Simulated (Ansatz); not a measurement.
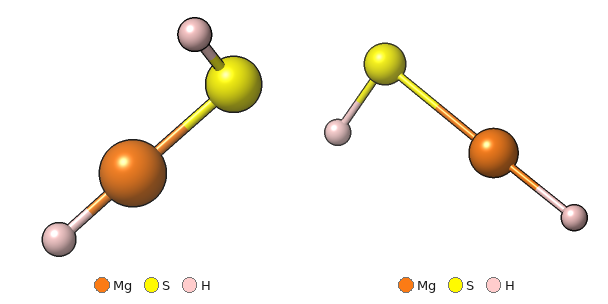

Two views of one molecule.

The computed structure is the end point of a PBE0-D4/def2-TZVP optimisation.

What is the molecular formula?

H2MgS, 4 atoms: 2 hydrogen, 1 magnesium and 1 sulfur.

Give a SMILES string for it.

[MgH][SH]

How many bonds of each kind are drawn?

1 Mg–S, 1 Mg–H, 1 S–H.

The parts below concern this one geometry. Atoms keep their numbers from picture to picture.

## Geometry

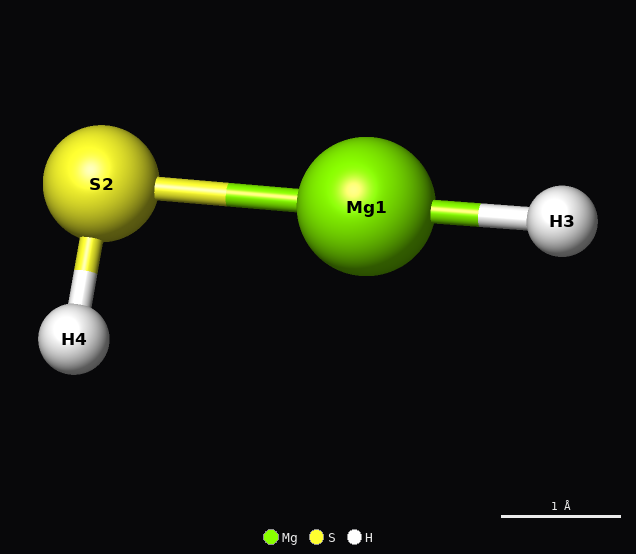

Numbered structure.

What are the angles S2–Mg1–H3, Mg1–S2–H4?

```csv
angle,degrees
S2–Mg1–H3,179.4
Mg1–S2–H4,92.9
```

## Charges

The questions are on Mulliken charges. Properties computed with RKS r2SCAN-D4/def2-TZVPP (Ansatz 0.2.0).

Which atom carries the highest charge (most positive or least negative)?

Mg1 (0.62 e).

And the lowest?

S2 (−0.49 e).

Give the Mulliken charges atom by atom.

```
atom  value (e)
 Mg1       0.62
  S2      −0.49
  H3      −0.23
  H4       0.10
```

## Levels of theory compared

Program: Ansatz 0.2.0.

At this fixed geometry, give HOMO–LUMO gap (eV) at these levels: B97M-V/def2-TZVPP; BLYP-D4/def2-TZVPP; CAM-B3LYP-D4/def2-TZVPP; PBE0-D4/def2-QZVPP; PBE0-D4/def2-SVP; PBE0-D4/def2-TZVPP; SPW92 (LDA)/def2-TZVPP; r2SCAN0-D4/def2-TZVPP; revPBE-D4/def2-TZVPP; ωB97M-V/def2-QZVPP; ωB97M-V/def2-SVP; ωB97M-V/def2-TZVPP.

```
                  level  HOMO–LUMO gap (eV)
      B97M-V/def2-TZVPP                4.73
     BLYP-D4/def2-TZVPP                4.22
CAM-B3LYP-D4/def2-TZVPP                8.31
     PBE0-D4/def2-QZVPP                6.17
       PBE0-D4/def2-SVP                6.25
     PBE0-D4/def2-TZVPP                6.24
 SPW92 (LDA)/def2-TZVPP                4.30
  r2SCAN0-D4/def2-TZVPP                6.68
   revPBE-D4/def2-TZVPP                4.41
     ωB97M-V/def2-QZVPP                9.51
       ωB97M-V/def2-SVP                9.72
     ωB97M-V/def2-TZVPP                9.76
```

## Dipole moment

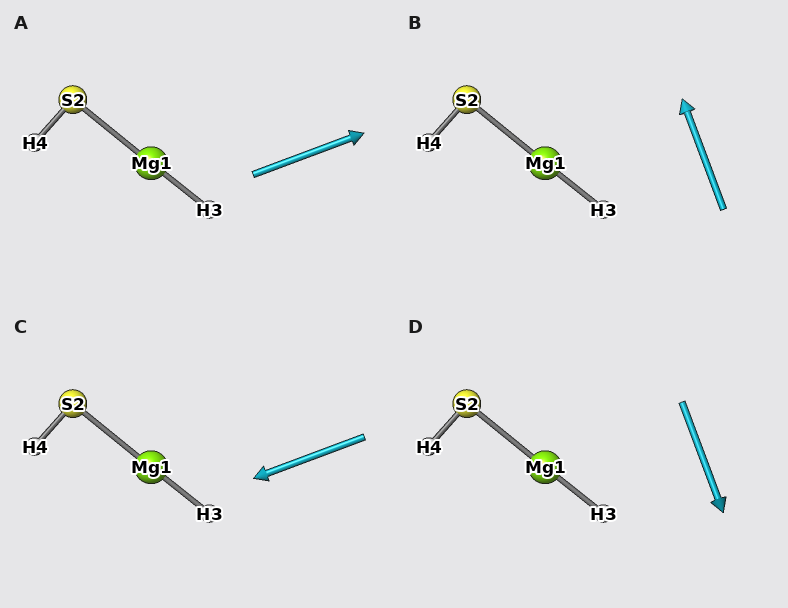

The same molecule four times, each with an arrow. Properties computed with RKS PBE0-D4/def2-TZVP (Ansatz 0.2.0).

Which arrow points along the dipole moment, from the negative to the positive end?

D. The dipole moment is 1.22 D; it points from the side of S2 to the side of H3 (the outermost atoms at the two ends).

Mulliken values depend strongly on the basis set and can even reverse the polarity of a bond.
